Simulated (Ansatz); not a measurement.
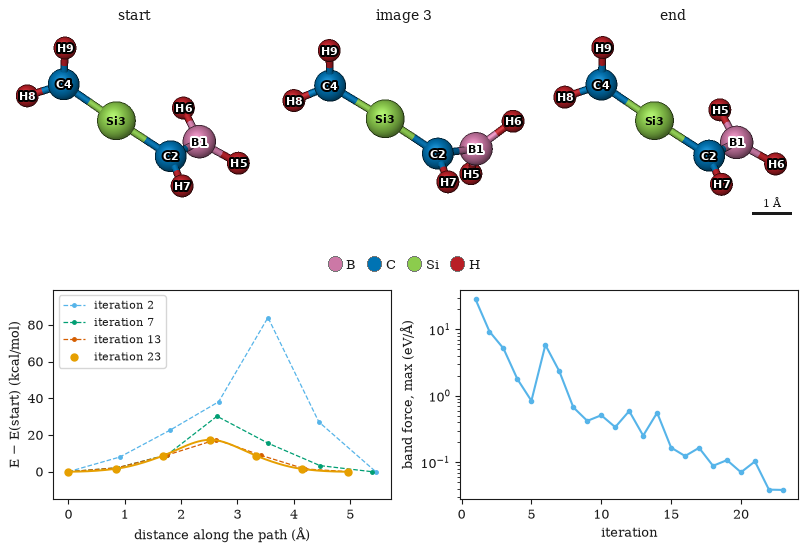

A search for the minimum-energy path of C2H5BSi by the nudged elastic band. Images are numbered from 0 (start) to 6 (end). The plot follows the band through its iterations. A ball-and-stick model, seen from a free direction.

Level of theory: Ansatz 0.2.0, RKS B3LYP-D4/def2-SVP. Settings: 5 movable images; climbing image; force threshold 0.05 eV/Å; iteration limit 60; starting path through a guess of the saddle point.

Question: Judge this run.

Answer: The result is final at these settings. The band converged in 23 iterations. The largest component of the band force went from 28 to 0.038 eV/Å. The climbing image converged on the top of the path. Its vibrational analysis gives one imaginary mode (623i cm⁻¹), as a transition state must have. The first iteration put the highest image at 178.8 kcal/mol. The barrier is about 17.4 kcal/mol in both directions, with image 3 at the top; the ends have the same energy.
